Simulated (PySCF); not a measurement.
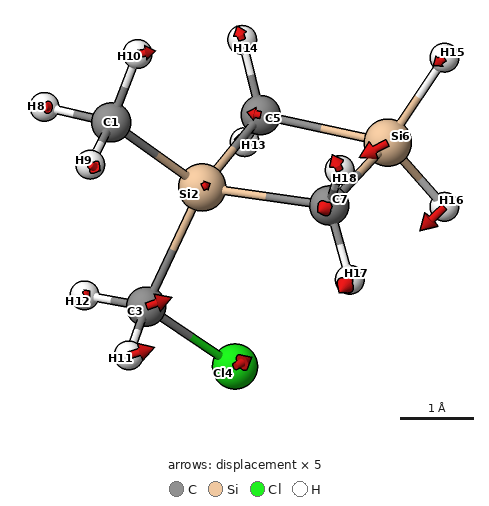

This is a relaxation of C4H11ClSi2. The starting structure is drawn; red arrows show the displacements, 5 times their true length. The two geometries are superimposed by the best rigid fit.

A ball-and-stick model, seen at a tilt.

The start comes from GFN2-xTB. Its atoms were then displaced at random by about 0.01 Å.

Theory: PySCF, PBE0-D3(BJ)/def2-SVP geometry optimisation, gas phase. 

**What happened in the run?**

Over 5 geometry steps the energy falls by 20.1 kJ/mol. H16 moves most after the best rigid fit: 0.10 Å. By element the largest moves are H 0.10 Å, Si 0.09 Å, C 0.08 Å, Cl 0.07 Å. Some distances before and after: Si6–H15 1.457 → 1.498 Å, C3–H12 1.060 → 1.100 Å, Si6–H16 1.455 → 1.493 Å, Si2–C3 1.928 → 1.897 Å. Among the angles between lasting bonds that change: C5–Si2–C7 88.2° → 92.3°, Si2–C7–Si6 91.5° → 87.6°, Si2–C5–Si6 91.2° → 87.7°. Cost: 79 s on 1 thread of Intel(R) Xeon(R) Platinum 8559C (shared host).
